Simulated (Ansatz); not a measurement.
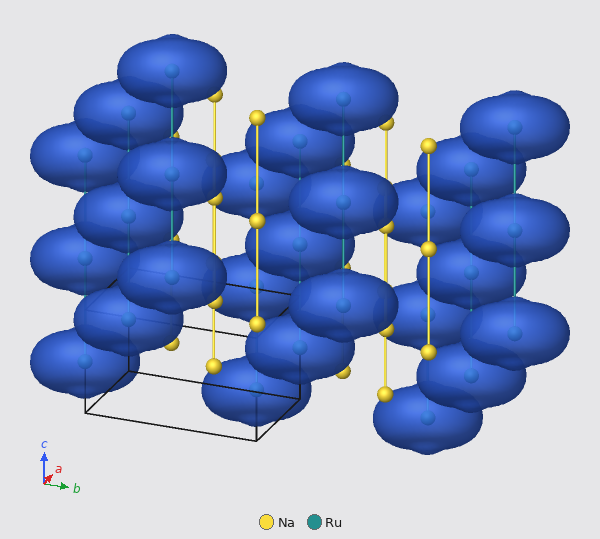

Figure. Na2Ru. Isosurfaces of the spin density (up minus down) at +0.02 (blue) and −0.02 e/Å³ (red), seen at an oblique angle. Sticks mark near contacts.

Space group P6/mmm; a structure generated by program, which may or may not match a known phase; spin-polarised.

All numbers below come from DFT PBE, scalar-relativistic, plane waves, PAW (Ansatz 0.2.0).

Core electrons are frozen (PAW), and the valence fields are smoothed inside the atomic spheres.

Q: Where is the spin, and how is it ordered?

A: The spin density sits on Ru: +0.4 μB in one cell of 3 atoms: parallel moments, as they must be, since the calculation's own cell holds one magnetic site. The cell of the calculation (3 atoms) carries 0.5 μB of net spin moment. Only one sign reaches the isovalue.
